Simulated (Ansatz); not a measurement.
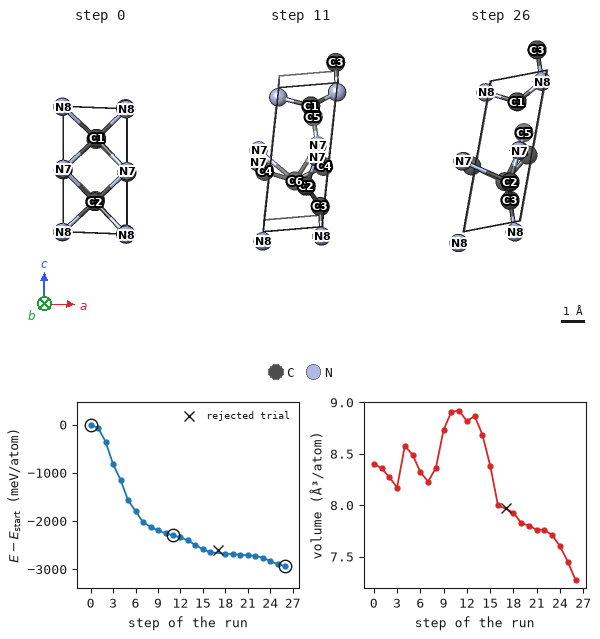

Frames of a relaxation of a crystal of C3N (a generated structure, set up in P1) (coarse preliminary run), marked on the history of the run. Style: ball-and-stick. Shown: the cell of the calculation, along the b axis.

Theory: DFT PBE, scalar-relativistic, plane waves, PAW in Ansatz 0.2.0. (plane-wave cutoff 420 eV; k-point mesh 8 × 6 × 4; occupations gaussian; smearing width 0.2 eV; no spin polarisation; cell and atoms relaxed; force threshold 0.025 eV/Å; at most 60 steps)

Question: What happens along the run?

Answer: The run was cut off at its time limit before the relaxation converged, so the last structure is only a point on the way. The largest move relative to the cell is that of C5, 1.66 Å along [2 3 −1]. By element the largest moves are C 1.66 Å, N 1.06 Å. The drawn cell changes as follows: a 2.798 → 2.514 Å (−10.2 %), b 4.370 → 3.694 Å (−15.5 %), c 5.511 → 6.720 Å (+21.9 %), α 87.0° → 87.5°, β 92.2° → 69.0°, γ 90.2° → 89.1°; the volume changes by −13.5 %. Near-neighbour distances that change, for instance: C6–N8 2.137 → 4.181 Å, C4–C5 3.435 → 1.544 Å, C2–N8 2.053 → 3.671 Å, C1–N7 2.111 → 3.722 Å. New bonds form, among them: C2–C3 (2.43 → 1.37 Å), C3–C6 (2.52 → 1.45 Å), C4–C5 (3.44 → 1.54 Å), C4–C6 (2.29 → 1.54 Å). The space group stays P1 (No. 1). Over 25 accepted moves (26 points after the start) the energy falls by 2929 meV per atom. Largest force component: 1.5 eV/Å at the start, 3.6 eV/Å at the end. The pressure goes from 0.71 to 8.53 GPa. The line search rejected the trial step at point 17 of the run. From step 0 to 11: C atoms move most (1.05 Å), volume +6.1 %, energy −2297 meV per atom. From step 11 to 26: C5 moves most (1.21 Å), volume −18.5 %, energy −632 meV per atom.
